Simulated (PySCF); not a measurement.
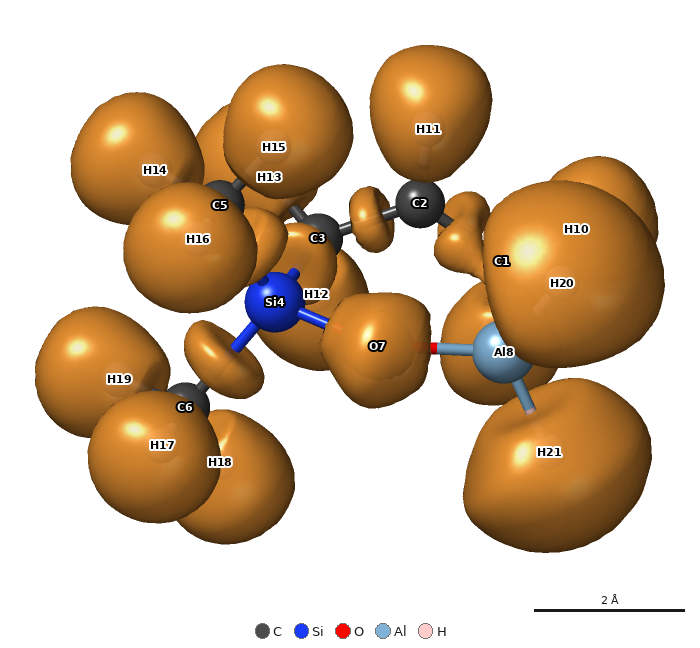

*C$_{5}$H$_{13}$AlOSi (SMILES C=CC[Si](C)(C)[O][AlH2]). Isosurface of the electron localisation function at 0.8 (orange), seen at a tilt. Core shells and regions of very low density are left out.*

Geometry: GFN2-xTB.

The calculation used PBE0/pcSseg-1, SCF density, gas phase, non-relativistic in PySCF 2.14.0.

The calculation's input:

```
{"job": {"kind": "nmr", "xc": "PBE0", "basis": "pcSseg-1"}, "charge": 0, "multiplicity": 1}
C     -1.571294     1.925807     0.528490
C     -1.758014     0.593794     0.558342
C     -1.331932    -0.324282    -0.496967
Si     0.556989    -0.718983    -0.171674
C      0.706720    -2.183337     1.031901
C      1.426963    -1.016440    -1.834852
O      1.099868     0.640242     0.525430
Al     0.729763     2.154757     1.192108
H     -1.318545     2.419808    -0.403569
H     -1.968855     2.562089     1.307290
H     -2.139120     0.137982     1.463662
H     -1.401438     0.142784    -1.477012
H     -1.918016    -1.238475    -0.492566
H      0.266222    -3.085038     0.618682
H      0.215618    -1.969742     1.976503
H      1.749057    -2.396431     1.247074
H      2.483543    -1.209715    -1.681096
H      1.344093    -0.154687    -2.489882
H      1.007066    -1.873426    -2.351268
H      0.671775     2.215675     2.732537
H      1.140616     3.394560     0.371100
```

Launched as:

```sh
OMP_NUM_THREADS=1 python probes_run.py task.json out
```

What do the ELF domains correspond to?

The surface consists of two regions between bonded C–C atoms (shared pairs), three regions between bonded C–Si atoms (shared pairs), 13 regions around hydrogen nuclei and one region wrapped around O (its valence shell).

Values along the shortest contacts:
C–C (1.35 Å): the ELF peaks at about 0.95 between the atoms, as expected for a covalent bond. Si–O (1.62 Å): the ELF peaks at about 0.85 between the atoms, as expected for a short, strongly polar bond.
